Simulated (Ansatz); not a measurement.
## Electronic structure of H6N2Si···HF in real space

Input file:

```
crystal:
  periodic: [false, false, false]
  atoms:
    - { symbol: Si, position_ang: [0.136657, 0.026689, -0.118474] }
    - { symbol: H, position_ang: [0.153418, 0.037101, 1.368295] }
    - { symbol: "N", position_ang: [1.762245, 0.16413, -0.73335] }
    - { symbol: H, position_ang: [2.205199, -0.67832, -1.097075] }
    - { symbol: H, position_ang: [2.44749, 0.759056, -0.265982] }
    - { symbol: "N", position_ang: [-0.788401, 1.338025, -0.779909] }
    - { symbol: H, position_ang: [-1.660573, 1.597039, -0.320067] }
    - { symbol: H, position_ang: [-0.281874, 2.14144, -1.149707] }
    - { symbol: H, position_ang: [-0.329065, -1.332298, -0.543103] }
    - { symbol: F, position_ang: [-2.361295, 0.00244, 1.142616] }
    - { symbol: H, position_ang: [-1.661501, 0.074197, 1.766855] }
basis:
  gaussian: { orbitals: "6-31G*" }
hamiltonian:
  xc: pbe
  dispersion: d4
relax:
  f_tol: 0.03
  max_steps: 50
output:
  orbitals: {}
```

Run with:

```sh
ansatz run input.yaml --threads 1 --pin off --max-ram 2048MiB --backend cpu --events-out ev --progress --plain --runs-dir out
```

The fields are those of the run's last geometry, not of the input's.

The calculation used RKS PBE-D4/6-31G* (Ansatz 0.2.0).

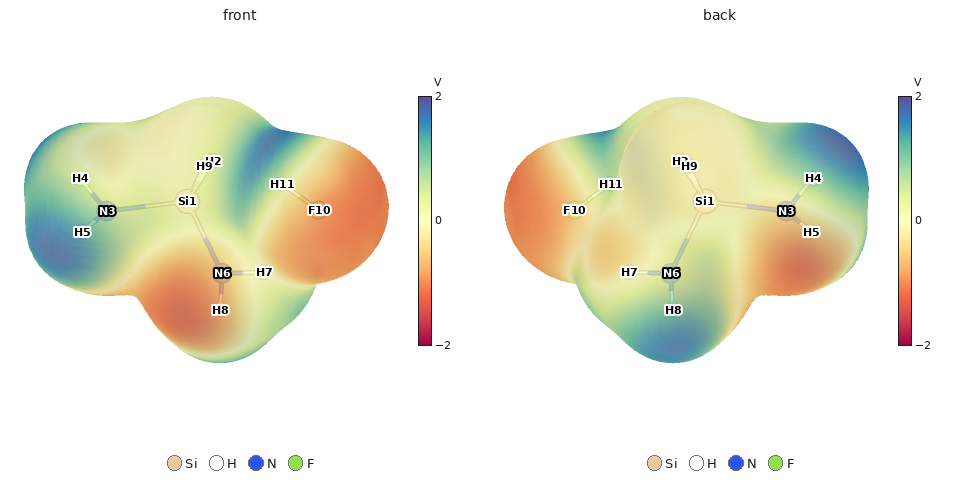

Figure 1. The electrostatic potential painted on the density surface at 0.002 e/bohr³, seen from the front and from behind; red is negative and blue positive.

> Where is the surface potential most negative and most positive?

The most negative region (about −1.3 V, or −30 kcal/mol for a unit charge) lies over N6, the most positive (about +1.8 V, or +42 kcal/mol for a unit charge) over H4 and H5. N6 is the likeliest acceptor of a hydrogen bond.

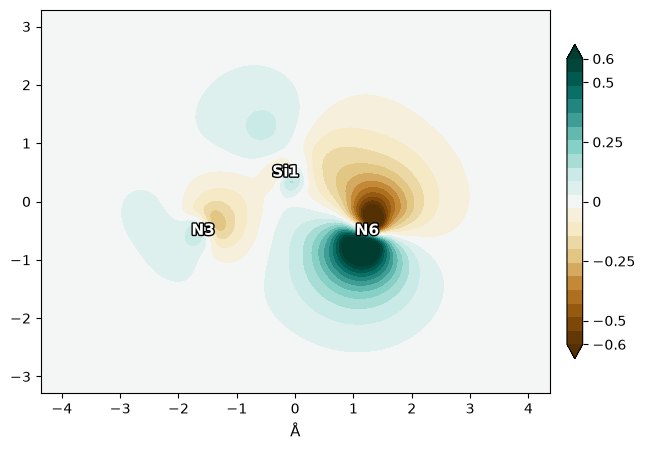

Figure 2. The HOMO on the plane of atoms N3, Si1 and N6 (values in Å⁻³ᐟ²; the overall sign is arbitrary).

> What is the character of this orbital?

Its weight (Hirshfeld) is mainly on N6 (about 70 %) and H9 (about 5 %); largely a lone pair of N6. Its energy is −5.72 eV.

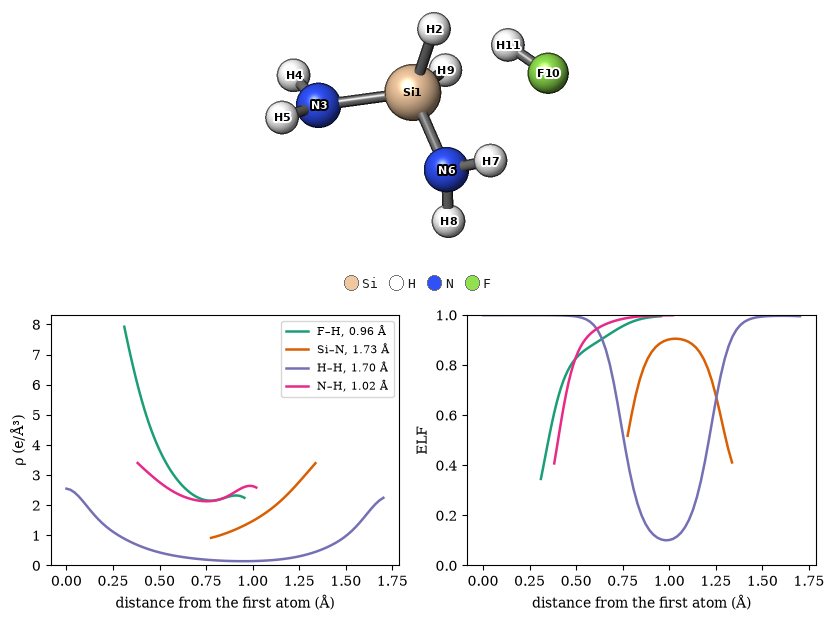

Figure 3. Total electron density and ELF along straight lines between neighbouring atoms. The curves leave out the atomic cores. The structure is drawn too.

> Compare the contacts.

F–H (0.96 Å): ρ at the midpoint is about 4.1 e/Å³; the ELF climbs to about 1 towards the hydrogen, as it does in any bond to H; a covalent bond by its length.
Si–N (1.73 Å): the density is about 1.1 e/Å³ at the midpoint; the ELF peaks at about 0.90 between the atoms; a shared but strongly polarised pair.
H2···H11 (1.70 Å): the density falls to about 0.14 e/Å³ on the way; the ELF dips to about 0.10 between them.
N–H (1.02 Å): the density is about 2.7 e/Å³ at the midpoint; the ELF climbs to about 1 towards the hydrogen; a covalent bond by its length.
